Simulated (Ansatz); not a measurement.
# HfPbSO2 (built on the sites of a database entry of HfPbO3): the cell at rest

Aim: bring HfPbSO2 (built on the sites of a database entry of HfPbO3) to small forces and stress, as phonons need.

Method: DFT PBEsol, scalar-relativistic, plane waves, PAW, in Ansatz 0.2.0.

The structure was built from a prototype and need not be the compound's stable phase.

**1. Set-up**

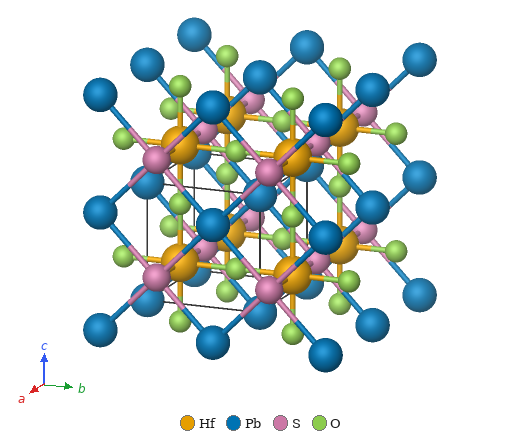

Start, viewed slightly off an axis; hafnium orange, lead blue, sulfur pink, oxygen green. 2×2×2 cells are drawn. Some periodic images of atoms are drawn too.

**2. A coarse first look**

A quick single point on a coarse mesh tells whether the cell has a gap and how far it is from rest, which sets the k mesh and smearing that follow.

File input.yaml:

```yaml
crystal:
  lattice:
    - [4.25543, 0.0, 0.0]
    - [0.0, 4.25543, 0.0]
    - [0.0, 0.0, 4.25543]
  atoms:
    - { symbol: Hf, position: [0.5, 0.5, 0.5] }
    - { symbol: Pb, position: [0.0, 0.0, 0.0] }
    - { symbol: S, position: [0.0, 0.5, 0.5] }
    - { symbol: O, position: [0.5, 0.0, 0.5] }
    - { symbol: O, position: [0.5, 0.5, 0.0] }
kpoints:
  mp_grid: { grid: [4, 4, 4] }
hamiltonian:
  xc: pbesol
scf:
  occupations: { method: gaussian, width: 0.1 }
output:
  forces: true
  stress: true
  eigenvalues: true
```

Command:

```
$ ansatz run input.yaml --threads 8 --pin off --max-ram 14336MiB --backend cpu --events-out ev --progress --plain --runs-dir out
```

Numbers of over 12 decimals in the logs are rounded to 6 here.

The log of the run:

```text
Engine: ansatz 0.2.0, x86_64-unknown-linux-gnu
Pseudopotentials: kind: paw
Pseudopotential: Hf, paw, valence charge 26, recommended cutoff 420 eV (normal), Hf.paw.azcp
Pseudopotential: Pb, paw, valence charge 14, recommended cutoff 420 eV (normal), Pb.paw.azcp
Pseudopotential: S, paw, valence charge 6, recommended cutoff 420 eV (normal), S.paw.azcp
[...]
k-point 0: bands = [... 25 lower, 10.8767, 11.2729, 11.2729, 12.8449, 13.8439, 13.8439, 15.4121, 17.6268, ... 2 higher]
  k-point 1: bands = [... 25 lower, 10.6966, 10.7088, 11.3442, 12.5560, 13.8614, 15.0616, 15.5015, 15.8888, ... 2 higher]
  k-point 2: bands = [... 25 lower, 10.5349, 11.4880, 11.9050, 12.4981, 13.5692, 13.8792, 15.4536, 15.7766, ... 2 higher]
  k-point 17: bands = [... 25 lower, 8.0773, 11.6604, 12.1088, 12.1088, 16.8848, 17.0667, 17.0667, 19.0296, ... 2 higher]
[key lines of the parts left out:]
SCF converged after 7 iterations
Free energy (F): -29361.630412 eV
Fermi energy:    13.202420 eV
P = ⅓ Tr σ = 20.5626 GPa (205.626 kbar)
```

It took 1.2 s on 8 threads of AMD EPYC 9R45, shared host; peak memory 0.51 GiB.

A gap read on the k-mesh alone can miss the band edges.

Numbers from this step:

```yaml
pressure: 20.56 GPa
volume_per_atom: 15.41 Å³
gap_on_the_k_mesh: 0.7244 eV
direct_gap_on_mesh: 0.9990 eV
```

The coarse mesh shows a gap of 0.72 eV and a pressure of 20.6 GPa.

**3. Coarse relaxation**

The start is far from rest, so a relaxation with loose tolerances brings it close first.

input.yaml, as its differences from that of step 2:

```diff
@@ -12,3 +12,3 @@
 kpoints:
-  mp_grid: { grid: [4, 4, 4] }
+  mp_grid: { grid: [6, 6, 6] }
 hamiltonian:
@@ -21 +21,6 @@
   eigenvalues: true
+relax:
+  adjacent_minimum: "off"
+  f_tol: 0.05
+  max_steps: 80
+  cell: { stress_tol: 0.5 }
```

The log of the run:

```text
[...]
Crystal: 5 atoms, lattice volume = 77.060 Å³
Basis set: ecut = 420 eV, 1503 PW (Γ), exchange–correlation on 60×60×60 points (8 copies of the dense FFT grid, shifted against one another)
Bands: 35, of which v1, the nominal top of the filled ones, is band 29 counted from 1 (28 counted from 0)
Symmetry: 16 space group operations
[...]
k-points: 40 of 216
[...]
F+E_penalty+E_count = -29364.43061659 eV   max|allowed force component| = 1.313e-29 eV/Å   (the final SCF, on the basis selected at the relaxed cell)
  cell:  # Å, volume = 85.7692 Å³
    - [5.109709, 0, 0.0]
    - [0, 4.097017, 0]
    - [0.0, 0, 4.097017]
  atoms:
    - { symbol: Hf, position: [0.5, 0.5, 0.5] }
    - { symbol: Pb, position: [0, 0, 0.0] }
    - { symbol: S, position: [0, 0.5, 0.5] }
    - { symbol: O, position: [0.5, 0, 0.5] }
    - { symbol: O, position: [0.5, 0.5, 0.0] }
[key lines of the parts left out:]
SCF converged after 5 iterations
Free energy (F): -29364.430617 eV
Fermi energy:    11.333421 eV
P = ⅓ Tr σ = 0.0001 GPa (0.001 kbar)
```

Elapsed: 5 s, on 8 threads; peak memory 0.62 GiB.

Relaxation path:

```csv
step,energy less that of the first step (eV),largest force component (eV/Å),pressure (GPa),volume (Å³)
1,0.0000,0.0000,20.23,77.06
2,-1.3530,0.0000,9.54,80.08
3,-2.2046,0.0000,6.64,80.54
4,-2.5448,0.0000,-0.09,84.03
5,-2.6175,0.0000,-0.23,84.54
6,-2.6183,0.0000,0.03,84.36
7*,-2.7367,0.0000,1.51,84.36
8,-2.7505,0.0000,0.35,85.43
9,-2.7506,0.0000,-0.01,85.77
10*,-2.7540,0.0000,0.00,85.77
```

Relaxation steps marked * repeat the geometry before them on a plane-wave basis chosen anew for their cell, so energy and pressure can jump there.

Forces are held to the 16 operations that the run works with; a distortion that breaks them can't arise in this run.

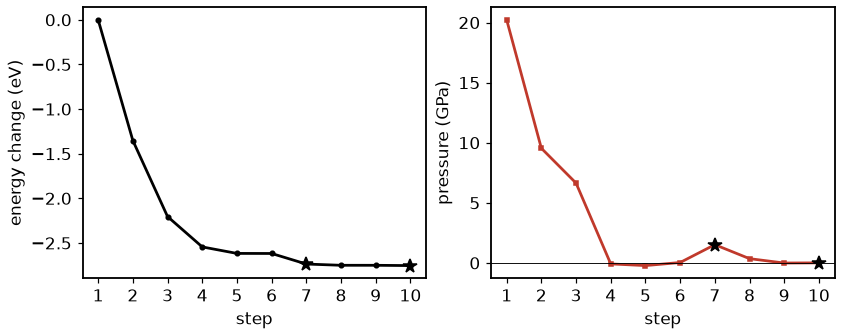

Energy and pressure along the relaxation. Stars mark steps on a basis chosen anew.

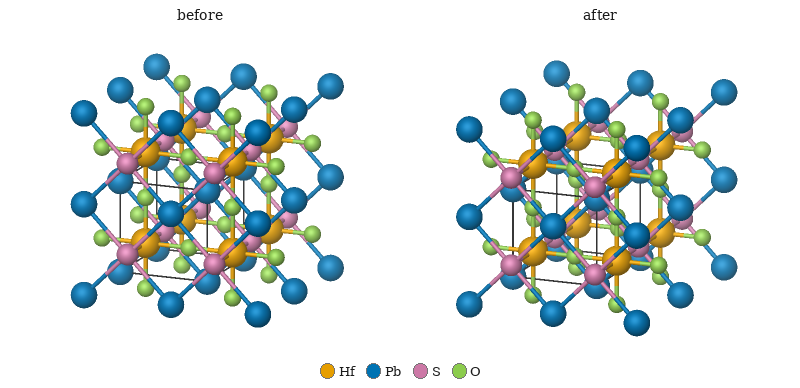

Before and after, at one scale.

```csv
cell as run,before,after,change
a (Å),4.255,5.110,+20.1 %
b (Å),4.255,4.097,-3.7 %
c (Å),4.255,4.097,-3.7 %
volume (Å³/atom),15.41,17.15,+11.3 %
```

The relaxed structure:

```xyz
5
Lattice="5.1097 0.0000 0.0000 0.0000 4.0970 0.0000 0.0000 0.0000 4.0970" Properties=species:S:1:pos:R:3 pbc="T T T"
Hf    2.5549    2.0485    2.0485
Pb    0.0000    0.0000    0.0000
S     0.0000    2.0485    2.0485
O     2.5549    0.0000    2.0485
O     2.5549    2.0485    0.0000
```

This step gave:

* pressure: 8.29e-5 GPa
* gap on the k-mesh: 1.334 eV
* volume per atom: 17.15 Å³
* direct gap on mesh: 1.382 eV

In this step the volume went from 15.41 to 17.15 Å³/atom.

**4. Bringing the structure to rest**

The cell and atoms are relaxed, since residual forces and stress would shift the frequencies.

File input.yaml:

```yaml
crystal:
  lattice:
    - [5.1097085478, 0.0, 0.0]
    - [0.0, 4.0970167225, 0.0]
    - [0.0, 0.0, 4.0970167225]
  atoms:
    - { symbol: Hf, position: [0.5, 0.5, 0.5] }
    - { symbol: Pb, position: [0.0, 0.0, 0.0] }
    - { symbol: S, position: [0.0, 0.5, 0.5] }
    - { symbol: O, position: [0.5, 0.0, 0.5] }
    - { symbol: O, position: [0.5, 0.5, 0.0] }
kpoints:
  mp_grid: { grid: [6, 6, 6] }
hamiltonian:
  xc: pbesol
scf:
  occupations: { method: gaussian, width: 0.02 }
output:
  forces: true
  stress: true
  eigenvalues: true
  write_density: true
  write_potential: true
  elf: true
  volumetric_format: npy
relax:
  adjacent_minimum: "off"
  f_tol: 0.005
  max_steps: 80
  cell: { stress_tol: 0.05 }
```

The log of the run:

```text
[...]
Crystal: 5 atoms, lattice volume = 85.769 Å³
Basis set: ecut = 420 eV, 1673 PW (Γ), exchange–correlation on 72×60×60 points (8 copies of the dense FFT grid, shifted against one another)
Bands: 35, of which v1, the nominal top of the filled ones, is band 29 counted from 1 (28 counted from 0)
[... 1 set-up line as in the run before ...]
[...]
k-points: 40 of 216
[...]
SCF iter   1: F=—  HF=-29364.463195 eV  |F-HF|=—  |Δ(HF+E_count)|=         —  Δρ=1.18e-2  dr2=1.18e-1  ethr=1.77e-3  ⟨swp⟩=6.8  Hψ=5715  notcnv=0
[...]
SCF iter   8: F=-29364.430617 eV  HF=-29364.430617 eV  |F-HF|=2.52e-8  |Δ(HF+E_count)|=   3.06e-7  Δρ=5.26e-6  dr2=2.86e-8  ethr=1.72e-10  ⟨swp⟩=11.5  Hψ=10450  notcnv=0
SCF 1 converged in 8 iterations: F = -29364.430617 eV  dr2 = 2.86e-8
[...]
relax step   1: F+E_penalty+E_count = -29364.43061659 eV  Δ(F+E_penalty+E_count) = +0.000e0 eV  max|allowed force component| = 9.940e-30 eV/Å  Δτ_max = 0.0000 Å  P = +0.000 GPa  Ω = 85.769 Å³  (8 SCF iters, dr2 threshold 1.00e-7 eV, accepted)
Crystal: 5 atoms, lattice volume = 85.794 Å³
[...]
SCF iter   4: F=-29364.430584 eV  HF=-29364.430584 eV  |F-HF|=4.52e-9  |Δ(HF+E_count)|=   1.76e-7  Δρ=4.22e-6  dr2=1.69e-8  ethr=2.92e-11  ⟨swp⟩=6.8  Hψ=9562  notcnv=0
SCF 2 converged in 4 iterations: F = -29364.430584 eV  dr2 = 1.69e-8
relax step   2: F+E_penalty+E_count = -29364.43058420 eV  Δ(F+E_penalty+E_count) = +3.239e-5 eV  max|allowed force component| = 1.156e-29 eV/Å  Δτ_max = 0.0000 Å  P = -0.009 GPa  Ω = 85.794 Å³  energy of the carried Pulay correction = -4.522e-5 eV  (4 SCF iters, dr2 threshold 1.69e-8 eV, accepted)
[...]
SCF iter   1: F=—  HF=-29364.430616 eV  |F-HF|=—  |Δ(HF+E_count)|=         —  Δρ=7.13e-6  dr2=2.30e-8  ethr=1.08e-7  ⟨swp⟩=3.4  Hψ=9686  notcnv=0
eigensolver tolerance schedule: the retry pair's looser diagonalisation over-reported the residual by 2719.25 of it (diagonalisation noise at 0.10 of the residual, at the tolerance the schedule requests for it); recorded, not acted on — ethr = c·dr2/N_el stays at c = 1.0e-1
[...]
SCF iter   2: F=—  HF=-29364.430643 eV  |F-HF|=—  |Δ(HF+E_count)|=   2.68e-5  Δρ=3.53e-6  dr2=7.94e-9  ethr=3.97e-11  ⟨swp⟩=3.0  Hψ=3585  notcnv=0
[...]
SCF iter   6: F=-29364.430643 eV  HF=-29364.430643 eV  |F-HF|=7.28e-12  |Δ(HF+E_count)|=  6.91e-11  Δρ=3.93e-8  dr2=2.16e-12  ethr=1.00e-12  ⟨swp⟩=5.9  Hψ=6300  notcnv=0
SCF 3 converged in 6 iterations: F = -29364.430643 eV  dr2 = 2.16e-12
relax step   3: F+E_penalty+E_count = -29364.43064330 eV  Δ(F+E_penalty+E_count) = -5.910e-5 eV  max|allowed force component| = 5.206e-29 eV/Å  Δτ_max = 0.0000 Å  P = -0.008 GPa  Ω = 85.794 Å³  stress off target by 1.14e-2 GPa  SCF on the basis re-selected at this cell (its energy is not comparable with the rows above)  (6 SCF iters)
[...]
SCF converged after 6 iterations
Free energy (F): -29364.430643 eV
[...]
Internal energy: -29364.430643 eV  (E = F + TS)
E sigma→0 (E₀):  -29364.430643 eV
Fermi energy:    11.329956 eV
[...]
--- Stress (GPa, compression-positive) ---
       -0.011423       0.000000       0.000000
        0.000000      -0.005988       0.000000
        0.000000       0.000000      -0.005988
  P = ⅓ Tr σ = -0.0078 GPa (-0.078 kbar)
--- Band table (eV; the first three rows and the last of 40) ---
  k-point 0: bands = [... 25 lower, 9.1743, 9.8775, 9.9122, 9.9122, 13.0176, 13.0176, 14.2469, 14.3101, ... 2 higher]
  k-point 1: bands = [... 25 lower, 9.0337, 9.4487, 9.7015, 9.7390, 13.0460, 13.5239, 14.2425, 14.7845, ... 2 higher]
  k-point 2: bands = [... 25 lower, 9.1156, 9.6061, 9.6607, 9.7048, 13.1045, 13.1884, 13.6355, 14.1267, ... 2 higher]
  k-point 39: bands = [... 25 lower, 6.6751, 9.2286, 9.2286, 10.5204, 14.3170, 16.2777, 16.2777, 16.7131, ... 2 higher]
--- Relaxed structure (2 steps of the walk, 2 accepted, 1 SCFs on fresh bases) ---
[...]
cell:  # Å, volume = 85.7937 Å³
    - [5.112430, 0, 0.0]
    - [0, 4.096510, 0.0]
    - [0.0, 0.0, 4.096510]
  atoms:
    - { symbol: Hf, position: [0.5, 0.500000, 0.500000] }
    - { symbol: Pb, position: [0, 0, 0.0] }
    - { symbol: S, position: [0, 0.500000, 0.500000] }
    - { symbol: O, position: [0.5, 0, 0.500000] }
    - { symbol: O, position: [0.5, 0.500000, 0.0] }
```

Run time: 1.6 s. Hardware: 8 threads; peak memory 0.63 GiB; 9.6 s of CPU time.

Little changed from the start: no atom moved by 0.005 Å and no cell edge by 0.1 %.

Numbers from this step:

* pressure: -0.007800 GPa
* volume per atom: 17.16 Å³
* direct gap on mesh: 1.381 eV

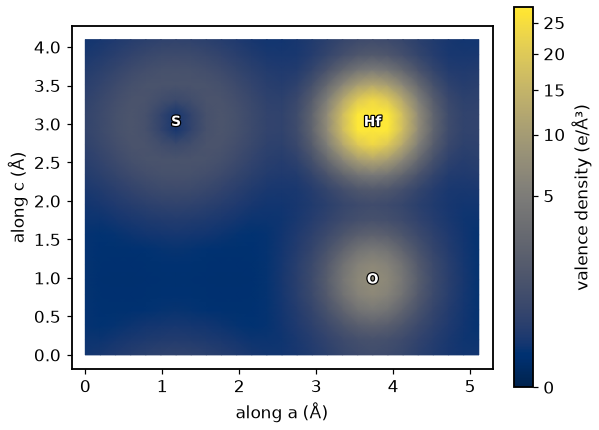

Valence density in the ac plane at fractional y = 0.500, with atoms of Hf and S and O within 0.2 Å of it. It is the smooth field of the valence electrons, not physical close to the nuclei. The map starts off the cell's origin, so that atoms lie inside it. The colour scale is stretched toward low values.

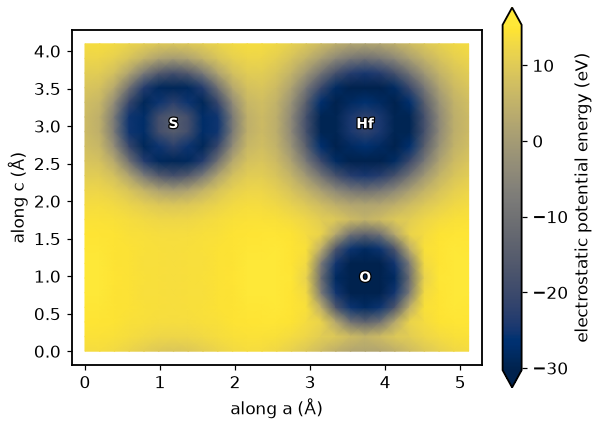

Electrostatic potential energy in the ac plane at fractional y = 0.500, with atoms of Hf and S and O within 0.2 Å of it. With pseudopotentials it is smooth inside the atoms' cores, unlike the true potential. The map starts off the cell's origin, so that atoms lie inside it.

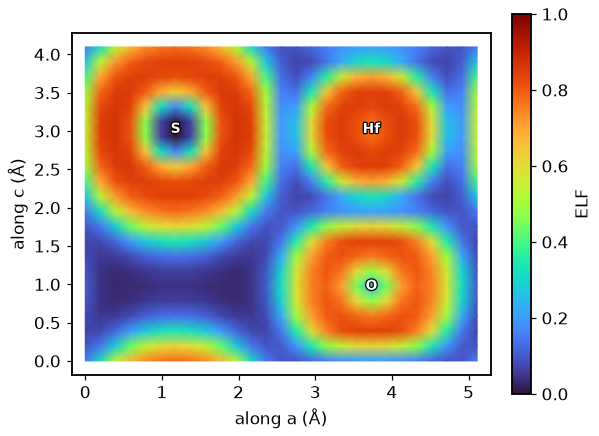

ELF in the ac plane at fractional y = 0.500, with atoms of Hf and S and O within 0.2 Å of it. It is the smooth field of the valence electrons, not physical close to the nuclei. The map starts off the cell's origin, so that atoms lie inside it.

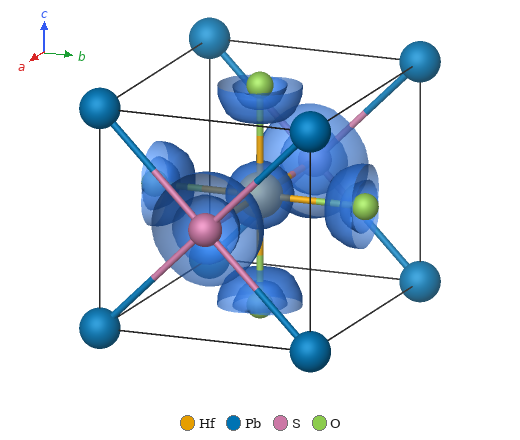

Surface of ELF = 0.79.

In this step the volume went from 17.15 to 17.16 Å³/atom.

**5. Tight relaxation**

Phonons need a cell at rest on their own settings, so the relaxation is repeated with tight tolerances on forces and stress on the k mesh and occupations of the first response run.

File input.yaml:

```yaml
crystal:
  lattice:
    - [5.1124295265, 0.0, 0.0]
    - [0.0, 4.09651029, 0.0]
    - [0.0, 0.0, 4.09651029]
  atoms:
    - { symbol: Hf, position: [0.5, 0.5, 0.5] }
    - { symbol: Pb, position: [0.0, 0.0, 0.0] }
    - { symbol: S, position: [0.0, 0.5, 0.5] }
    - { symbol: O, position: [0.5, 0.0, 0.5] }
    - { symbol: O, position: [0.5, 0.5, 0.0] }
kpoints:
  mp_grid: { grid: [6, 8, 8] }
hamiltonian:
  xc: pbesol
scf:
  occupations: { method: fixed }
output:
  forces: true
  stress: true
  eigenvalues: true
relax:
  adjacent_minimum: "off"
  f_tol: 0.001
  max_steps: 60
  cell: { stress_tol: 0.01 }
```

The log of the run:

```text
[...]
Crystal: 5 atoms, lattice volume = 85.794 Å³
Basis set: ecut = 420 eV, 1673 PW (Γ), exchange–correlation on 72×60×60 points (8 copies of the dense FFT grid, shifted against one another)
Bands: 35, of which v1, the nominal top of the filled ones, is band 29 counted from 1 (28 counted from 0)
[... 1 set-up line as in the run before ...]
[...]
k-points: 60 of 384
[...]
--- Relaxed structure (3 steps of the walk, 3 accepted, 1 SCFs on fresh bases) ---
[...]
cell:  # Å, volume = 85.7755 Å³
    - [5.112178, 0, 0.0]
    - [0, 4.096177, 0]
    - [0.0, 0, 4.096177]
  atoms:
    - { symbol: Hf, position: [0.5, 0.500000, 0.500000] }
    - { symbol: Pb, position: [0, 0, 0.0] }
    - { symbol: S, position: [0, 0.500000, 0.500000] }
    - { symbol: O, position: [0.5, 0, 0.500000] }
    - { symbol: O, position: [0.5, 0.500000, 0.0] }
[key lines of the parts left out:]
SCF converged after 6 iterations
Free energy (F): -29364.433056 eV
Fermi energy:    10.665775 eV
P = ⅓ Tr σ = -0.0006 GPa (-0.006 kbar)
```

Run time: 2.6 s. Hardware: 8 threads; peak memory 0.66 GiB; 16 s of CPU time.

Little changed from the start: no atom moved by 0.005 Å and no cell edge by 0.1 %.

Numbers from this step:

```
pressure          : -5.83e-4 GPa
gap on the k-mesh : 1.335 eV
```

The forces vanish by symmetry and the pressure is -0.001 GPa, within the tolerances set. The cell now holds 17.16 Å³/atom.

**6. Summary of results**

- space group after relaxation (within 0.01 Å): P4/mmm
- lattice constant a: 4.096 Å
- lattice constant b: 4.096 Å
- lattice constant c: 5.112 Å
- volume per atom: 17.2 Å³
- gap on the k-mesh: 1.33 eV

**Reading.** The forces vanish by symmetry and the pressure is -0.001 GPa, within the tolerances set. The cell now holds 17.16 Å³/atom. The relaxation keeps the symmetry of its start, so it says nothing on stability against lower symmetry. Spin-orbit coupling is left out, which can matter for the heavy elements here. The starting cell was built on a prototype and not taken from a measurement, so the phase need not exist.

[Logs are printed without paths, hosts, clocks, repeated set-up lines and the standing remarks that a program may print on its own settings, such as how far it seeks lower states.]

[Hosts, paths, dates, database ids (printed as entryN), source tags and the programs' standing remarks are cut or masked in the printed files.]
